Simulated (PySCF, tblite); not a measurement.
# C2H6F2O2Si2: geometry, infrared bands and NMR shifts

Wanted: the infrared bands and NMR shifts of C2H6F2O2Si2 (`FC[C@@H]1O[Si@H](F)O[SiH2]1`), by calculation.

The runs use tblite 0.8.0 and PySCF 2.14.0, with density-fitted response routines of our own; the level of theory stands in each step. All values are computed, except where a source is named. Atoms count from 0, in the outputs and in this text.

## (1) Starting geometry

14 atoms, charge 0, multiplicity 1; geometry from: force field or distance geometry start.

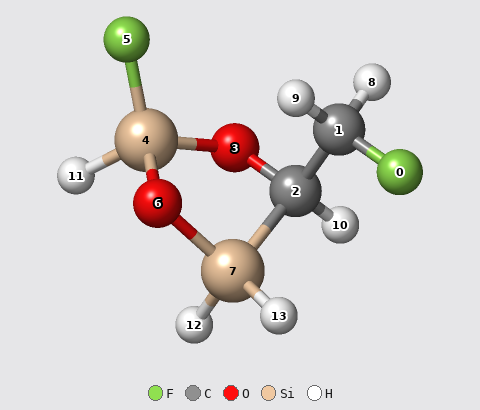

As it starts; fluorine green, carbon grey, oxygen red, silicon light orange, hydrogen white, atoms numbered.

## (2) Geometry optimisation with GFN2-xTB

What the job is given:

```
{"job": {"kind": "relax", "xc": "GFN2-xTB", "basis": "xTB"}, "charge": 0, "multiplicity": 1}
F     -2.536000    -0.717400     0.220800
C     -1.636400     0.334900     0.214400
C     -0.336900    -0.122500     0.865800
O      0.557600     0.938200     0.851700
Si     1.335500     1.015800    -0.637700
F      0.906100     2.415600    -1.470700
O      0.933000    -0.415200    -1.517400
Si     0.546100    -1.412300    -0.142100
H     -2.074000     1.135300     0.836600
H     -1.501800     0.696900    -0.807600
H     -0.497400    -0.539900     1.876600
H      2.801000     0.971800    -0.407500
H      1.773800    -1.745500     0.595700
H     -0.271300    -2.556100    -0.500700
```

On the command line:

```bash
> OMP_NUM_THREADS=1 python probes_run.py task.json out
```

This one command runs all jobs of the session in turn.

Standard output:

```text
step      E/eV     max force
  0    -777.54862    3.394
  1    -777.90898    2.285
  2    -778.13732    1.095
  3    -778.17480    0.574
  4    -778.22033    0.551
  5    -778.25091    0.488
  6    -778.29069    0.558
  7    -778.31978    0.428
  8    -778.34445    0.387
  9    -778.36489    0.371
 10    -778.38619    0.381
 11    -778.40635    0.345
 12    -778.42505    0.389
 13    -778.44369    0.390
 14    -778.46395    0.364
 15    -778.48423    0.395
 16    -778.50273    0.308
 17    -778.51944    0.276
 18    -778.53420    0.283
 19    -778.54637    0.291
 20    -778.55764    0.263
 21    -778.56975    0.293
 22    -778.58248    0.304
 23    -778.59440    0.240
 24    -778.60451    0.228
 25    -778.61234    0.228
 26    -778.61827    0.246
 27    -778.62125    0.213
 28    -778.62607    0.133
 29    -778.62826    0.103
 30    -778.62984    0.102
 31    -778.63124    0.100
 32    -778.63284    0.133
 33    -778.63420    0.094
 34    -778.63514    0.079
 35    -778.63589    0.078
 36    -778.63682    0.111
 37    -778.63796    0.132
 38    -778.63919    0.105
 39    -778.64020    0.080
 40    -778.64087    0.062
 41    -778.64136    0.061
 42    -778.64189    0.064
 43    -778.64266    0.093
 44    -778.64371    0.094
 45    -778.64489    0.074
 46    -778.64591    0.063
 47    -778.64673    0.075
 48    -778.64751    0.078
 49    -778.64854    0.100
 50    -778.65001    0.121
 51    -778.65165    0.095
 52    -778.65281    0.089
 53    -778.65337    0.063
 54    -778.65380    0.048
 55    -778.65416    0.047
 56    -778.65468    0.052
 57    -778.65507    0.061
 58    -778.65557    0.056
 59    -778.65612    0.064
 60    -778.65677    0.057
 61    -778.65729    0.049
 62    -778.65760    0.045
 63    -778.65781    0.044
 64    -778.65805    0.053
 65    -778.65834    0.054
 66    -778.65861    0.037
 67    -778.65880    0.034
 68    -778.65895    0.036
 69    -778.65914    0.049
 70    -778.65935    0.050
 71    -778.65950    0.024
 72    -778.65957    0.017
 73    -778.65960    0.014
 74    -778.65964    0.020
 75    -778.65969    0.020
 76    -778.65973    0.015
 77    -778.65975    0.010
 78    -778.65976    0.010
```

Run time: 0.58 s. Hardware: 1 thread of Arm Neoverse V1, shared host; peak memory 0.17 GiB.

The steps of the relaxation: (not every step is listed)

```
step  energy from step 0 (eV)  largest force (eV/Å)
   0                   0.0000                3.3941
   1                  -0.3604                2.2848
   2                  -0.5887                1.0946
   3                  -0.6262                0.5738
   4                  -0.6717                0.5509
   5                  -0.7023                0.4883
   6                  -0.7421                0.5578
   7                  -0.7712                0.4275
   8                  -0.7958                0.3871
  14                  -0.9153                0.3640
  20                  -1.0090                0.2626
  26                  -1.0697                0.2461
  32                  -1.0842                0.1330
  38                  -1.0906                0.1048
  44                  -1.0951                0.0940
  50                  -1.1014                0.1213
  56                  -1.1061                0.0524
  62                  -1.1090                0.0447
  68                  -1.1103                0.0359
  73                  -1.1110                0.0145
  74                  -1.1110                0.0198
  75                  -1.1111                0.0203
  76                  -1.1111                0.0145
  77                  -1.1111                0.0102
  78                  -1.1111                0.0101
```

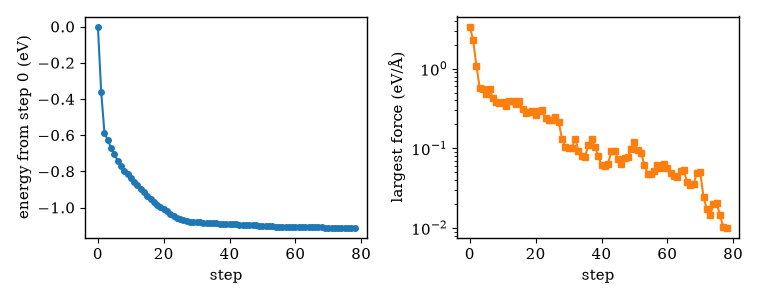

Energy and force, step by step.

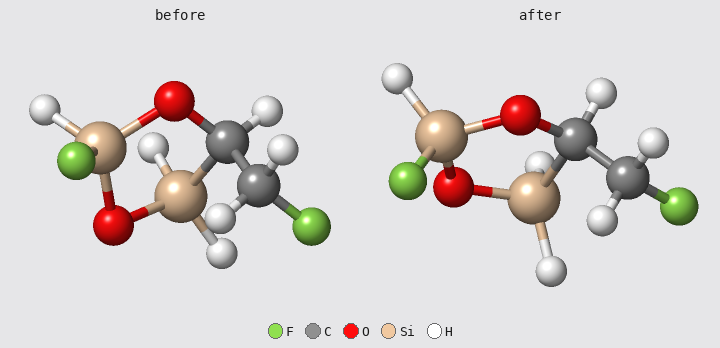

Before and after, at one scale.

Close pairs (by a distance rule), those that changed most:

```
   bond  before (Å)  after (Å)  change (Å)
 O6–Si7       1.742      1.634      -0.109
 Si4–O6       1.727      1.632      -0.096
 Si4–F5       1.685      1.596      -0.089
 C2–Si7       1.860      1.940      +0.080
 O3–Si4       1.682      1.616      -0.066
Si4–H11       1.484      1.436      -0.048
  C2–O3       1.388      1.422      +0.034
Si7–H12       1.471      1.455      -0.016
```

The final coordinates are the input of the step that follows.

## (3) Vibrational analysis with GFN2-xTB

What the job is given:

```
{"job": {"kind": "ir", "xc": "GFN2-xTB", "basis": "xTB"}, "charge": 0, "multiplicity": 1}
F     -2.470456    -0.983646     0.696426
C     -1.807346     0.192669     0.444658
C     -0.323798     0.012587     0.748393
O      0.348287     1.210388     0.379778
Si     1.601126     1.098050    -0.634944
F      1.279824     1.923811    -1.962080
O      1.608049    -0.491898    -1.000933
Si     0.498594    -1.430233    -0.254467
H     -2.266437     0.965475     1.069431
H     -1.956628     0.433517    -0.612253
H     -0.203230    -0.106496     1.831689
H      2.865836     1.494852    -0.082471
H      1.206563    -2.344379     0.628056
H     -0.381061    -1.975170    -1.273450
```

Standard output:

```text
mode    cm-1     km/mol
  1      45.1      0.98
  2      75.4      7.98
  3      90.8      4.18
  4     175.8      6.27
  5     194.7      7.23
  6     276.9     33.11
  7     343.2      9.54
  8     363.8     13.53
  9     399.3     55.26
 10     509.7     11.12
 11     517.5     19.97
 12     577.6     87.98
 13     599.6     59.18
 14     623.6     47.53
 15     657.8     27.57
 16     684.2    126.33
 17     745.3    258.95
 18     783.2    176.67
 19     848.0    264.77
 20     894.4    157.94
 21     943.4    291.54
 22     963.1     14.53
 23    1041.1     73.23
 24    1084.9    204.24
 25    1097.4    123.20
 26    1164.2      6.00
 27    1231.0     20.79
 28    1275.1      1.16
 29    1315.2      8.52
 30    1457.3      1.85
 31    2342.5    302.55
 32    2363.8    225.10
 33    2507.5    201.38
 34    2895.7     37.52
 35    2947.1     29.23
 36    2957.5     29.40
```

It took 0.52 s on 1 thread of Arm Neoverse V1, shared host; peak memory 0.17 GiB.

Which atoms move in the most intense modes:

```
cm⁻¹  km/mol                                  atoms
 745   258.9            H13 35 %, H12 35 %, O6 11 %
 783   176.7  O6 20 %, Si7 17 %, H13 16 %, H12 14 %
 848   264.8    Si4 30 %, O3 19 %, F5 16 %, O6 10 %
 943   291.5                      O6 59 %, Si4 17 %
1085   204.2              C2 40 %, C1 26 %, O3 19 %
2342   302.6                               H12 96 %
2364   225.1                               H13 96 %
2508   201.4                               H11 97 %
```

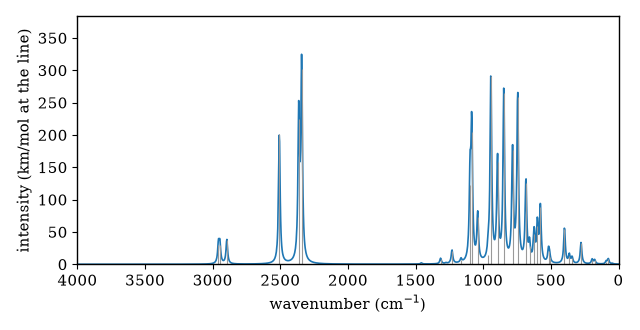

The infrared spectrum from these modes, unscaled. Lines are broadened to a width of 14 cm⁻¹ (Lorentzian).

## (4) Nuclear shieldings: PBE0/pcSseg-1

Same as in step 3 but for these lines:

```diff
@@ -1,2 +1,2 @@
-{"job": {"kind": "ir", "xc": "GFN2-xTB", "basis": "xTB"}, "charge": 0, "multiplicity": 1}
+{"job": {"kind": "nmr", "xc": "PBE0", "basis": "pcSseg-1"}, "charge": 0, "multiplicity": 1}
 F     -2.470456    -0.983646     0.696426
```

Method: GIAO PBE0/pcSseg-1 NMR shielding, non-relativistic, gas phase.

Standard output:

```text
coarse grid: 13488 points
cycle   1  E = -1008.0855640324  dE =  1.212e+00  |g| = 1.100e+00  |ddm| = 3.512e+00
cycle   2  E = -1007.8264192457  dE =  2.591e-01  |g| = 1.646e+00  |ddm| = 1.878e+00
cycle   3  E = -1008.2837566434  dE = -4.573e-01  |g| = 1.015e-01  |ddm| = 1.257e+00
cycle   4  E = -1008.2850409372  dE = -1.284e-03  |g| = 6.669e-02  |ddm| = 1.212e-01
cycle   5  E = -1008.2857656316  dE = -7.247e-04  |g| = 1.148e-02  |ddm| = 4.639e-02
cycle   6  E = -1008.2857845903  dE = -1.896e-05  |g| = 4.250e-03  |ddm| = 1.018e-02
cycle   7  E = -1008.2857877162  dE = -3.126e-06  |g| = 9.315e-04  |ddm| = 3.238e-03
final grid: 124128 points
cycle   8  E = -1008.3648630608  dE = -2.251e-05  |g| = 1.188e-02  |ddm| = 1.952e-02
cycle   9  E = -1008.3648313208  dE =  3.174e-05  |g| = 1.799e-02  |ddm| = 1.776e-02
cycle  10  E = -1008.3648875655  dE = -5.624e-05  |g| = 7.434e-04  |ddm| = 1.103e-02
cycle  11  E = -1008.3648876657  dE = -1.002e-07  |g| = 2.817e-04  |ddm| = 7.721e-04
cycle  12  E = -1008.3648876800  dE = -1.427e-08  |g| = 7.710e-05  |ddm| = 2.326e-04
cycle  13  E = -1008.3648876808  dE = -7.808e-10  |g| = 1.994e-05  |ddm| = 5.511e-05
converged SCF energy = -1008.3648876808

GIAO shielding tensors (ppm)
atom      isotropic    diamagn.    paramagn.     s11        s22        s33       span
  0 F      429.633     471.654     -42.022    393.442    423.047    472.409     78.967
  1 C       99.599     243.367    -143.768     65.700     78.233    154.864     89.164
  2 C      119.701     250.813    -131.112     85.406    102.556    171.141     85.735
  3 O      280.703     397.244    -116.540    223.944    280.563    337.602    113.657
  4 Si     391.125     881.308    -490.183    365.035    396.864    411.478     46.443
  5 F      309.645     468.023    -158.378    257.430    273.043    398.462    141.032
  6 O      269.015     398.765    -129.749    204.441    279.966    322.639    118.197
  7 Si     362.714     880.788    -518.074    335.228    350.390    402.525     67.297
  8 H       26.402      28.367      -1.965     22.546     27.244     29.416      6.871
  9 H       27.036      30.099      -3.063     23.565     28.288     29.256      5.691
 10 H       27.294      31.170      -3.876     23.562     26.185     32.134      8.572
 11 H       27.205      28.967      -1.762     23.418     23.655     34.542     11.124
 12 H       26.544      29.518      -2.973     22.977     24.302     32.354      9.377
 13 H       26.643      29.812      -3.169     23.181     24.936     31.812      8.631
```

Run time: 27 s. Hardware: 1 thread of Arm Neoverse V1, shared host; peak memory 0.81 GiB.

Shifts follow as δ = σ(reference) − σ, with reference shieldings (ppm) from runs at the same level and on the same kind of geometry: 1H TMS 31.72, 13C TMS 186.9, 29Si TMS 349.2, 19F CFCl3 170.9, 17O H2O 336.1. The references are single molecules in the gas phase, so shifts against H2O, NH3, PH3, H3PO4 or CFCl3 are not on the usual liquid scales and can be off by tens of ppm.

```
atoms                                                   environment  σ (ppm)  δ (ppm)  δ scaled to CDCl3
   C1                                           sp3 CH2 bonded to F     99.6     87.3               83.3
   C2                                     sp3 CH bonded to O and Si    119.7     67.2               63.7
   H8                            hydrogen on an sp3 CH2 bonded to F    26.40     5.31               5.12
  H12    hydrogen on a silicon bonded to C, O, in a 5-membered ring    26.54     5.17                  –
  H13    hydrogen on a silicon bonded to C, O, in a 5-membered ring    26.64     5.07                  –
   H9                            hydrogen on an sp3 CH2 bonded to F    27.04     4.68               4.52
  H11  hydrogen on a silicon bonded to F, 2 O, in a 5-membered ring    27.20     4.51                  –
  H10                      hydrogen on an sp3 CH bonded to O and Si    27.29     4.42               4.28
   F5                                         fluorine bonded to Si    309.6   -138.7                  –
   F0                                     fluorine on an sp3 carbon    429.6   -258.7                  –
   O6                   oxygen bonded to 2 Si, in a 5-membered ring    269.0     67.1                  –
   O3                  oxygen bonded to C, Si, in a 5-membered ring    280.7     55.4                  –
  Si7             silicon bonded to C, O, 2 H, in a 5-membered ring    362.7    -13.6                  –
  Si4             silicon bonded to F, 2 O, H, in a 5-membered ring    391.1    -42.0                  –
```

The scaled column applies a straight-line fit of computed shieldings to shifts measured in CDCl3, and one for carbons that bear F (root-mean-square error 0.16 ppm for H, 1.9 ppm for C).

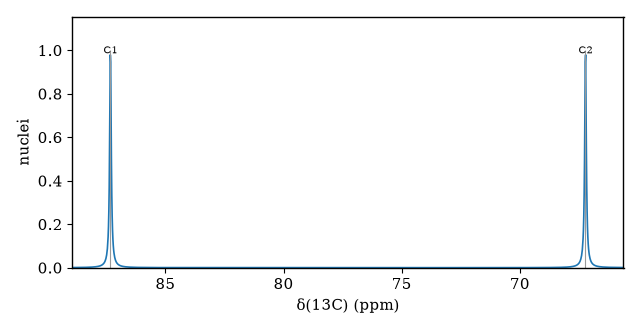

13C lines at the computed shifts, without couplings. Lines are broadened to a width of 0.08 ppm (Lorentzian).

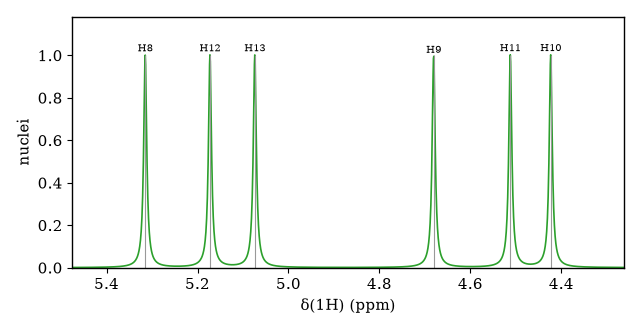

1H lines at the computed shifts, without couplings. Lines are broadened to a width of 0.01 ppm (Lorentzian).

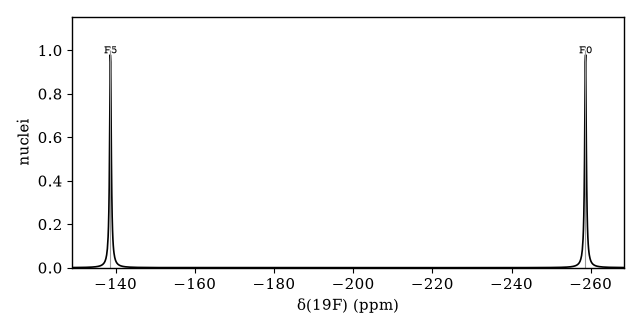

19F lines at the computed shifts, without couplings. Lines are broadened to a width of 0.48 ppm (Lorentzian).

Charges from the same density, by scheme (e):

```
atoms  Mulliken    IAO  Hirshfeld  ESP fit
   F0     -0.34  -0.33      -0.11    -0.26
   C1      0.21   0.04       0.02     0.05
   C2     -0.26  -0.20      -0.05     0.02
   O3     -0.61  -0.65      -0.23    -0.50
  Si4      1.22   1.55       0.54     0.96
   F5     -0.40  -0.52      -0.20    -0.31
   O6     -0.72  -0.89      -0.32    -0.55
  Si7      0.86   0.98       0.41     0.61
```

Hirshfeld charges:

F0 -0.11; C1 0.02; C2 -0.05; O3 -0.23; Si4 0.54; F5 -0.20; O6 -0.32; Si7 0.41; H8 0.05; H9 0.04; H10 0.04; H11 -0.06; H12 -0.07; H13 -0.07

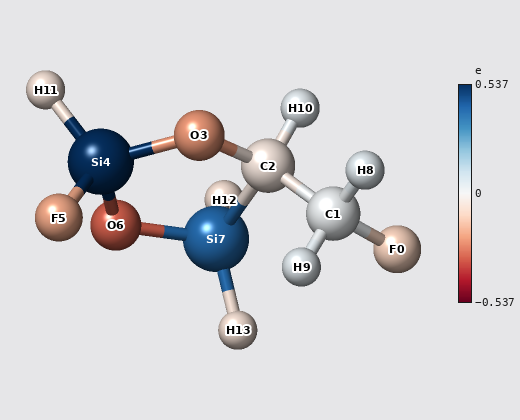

Hirshfeld charges, as colours on the atoms.

Mayer bond orders: F0–C1 0.88, C1–C2 1.01, C2–O3 0.84, O3–Si4 1.01, Si4–F5 0.98, Si4–O6 0.97, O6–Si7 0.93, Si7–C2 0.84.

Ring of atoms C2, O3, Si4, O6, Si7: NICS(0) -6.2, NICS(1) -2.5, NICS(1)zz -2.8 ppm (means of both faces).

## (5) Summary of results

```
                                 quantity                                   value
strongest single infrared mode (GFN2-xTB)                   2342 cm⁻¹, 303 km/mol
             zero-point energy (GFN2-xTB)                           52.9 kcal/mol
   13C shifts against TMS (PBE0/pcSseg-1)                          87.3, 67.2 ppm
    1H shifts against TMS (PBE0/pcSseg-1)  5.31, 5.17, 5.07, 4.68, 4.51, 4.42 ppm
 19F shifts against CFCl3 (PBE0/pcSseg-1)                      -138.7, -258.7 ppm
   17O shifts against H2O (PBE0/pcSseg-1)                          67.1, 55.4 ppm
  29Si shifts against TMS (PBE0/pcSseg-1)                        -13.6, -42.0 ppm
```

In words: The optimisation took 78 steps and gained 1.111 eV; among the close pairs (by a distance rule), O6–Si7 changed most, from 1.742 to 1.634 Å. No mode is imaginary among the 36: a minimum at this level. The strongest single mode, at 2342 cm⁻¹, moves mainly H12. GFN2-xTB is a fitted tight-binding method: band positions and strengths are rough. Its intensities can rank the bands wrongly. C1 (sp3 CH2 bonded to F) lies farthest downfield among carbon, at 87.3 ppm; deshielded by the electronegative neighbour. At PBE0/pcSseg-1: Shielding is most anisotropic at F5 (span 141 ppm, paramagnetic term -158 ppm).
